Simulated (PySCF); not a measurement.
SMILES [S]S (HS2), doublet at its PBE0/def2-SVP optimised geometry (Å):

```
3

S      1.1320    -0.6675     0.0000
S     -0.8484    -0.6675     0.0000
H     -1.1320     0.6675     0.0000
```

Computed with unrestricted PBE0/def2-TZVP run with PySCF 2.14.0.

Map of the log10 of the electron density (e/bohr³), floored at −4 on the plane z = 0.6 Å:

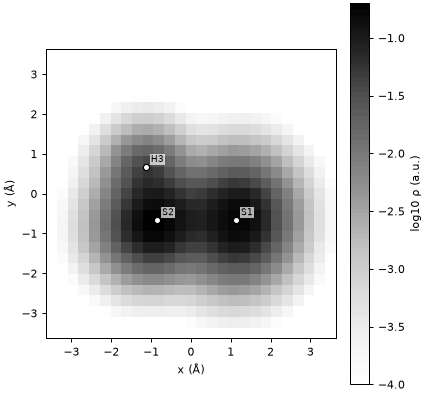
Fig. 1. Log10 of the electron density (e/bohr³), floored at −4 on the plane z = 0.6 Å.
